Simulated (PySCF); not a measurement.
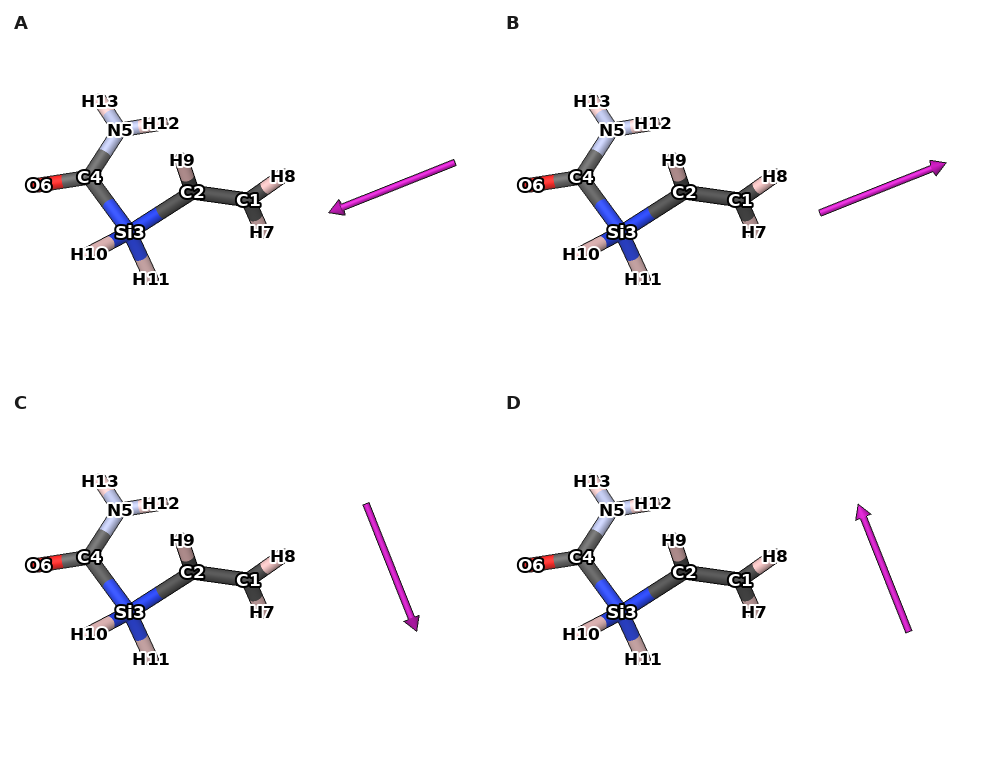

The same molecule four times, each with an arrow. Computed geometry: GFN2-xTB optimisation. No frequency run is at hand to confirm it as a minimum. Properties computed with PBE0/def2-SVPD, gas phase (PySCF 2.14.0).

Which arrow points along the dipole moment, from the negative to the positive end?

Answer. B. The dipole moment is 4.27 D; it points from the side of O6 to the side of H8 (the outermost atoms at the two ends).

The geometry is semi-empirical. Around Si such bond lengths and angles can be off by a tenth of an ångström or more and by several degrees, and values that hang on the shape move with them.
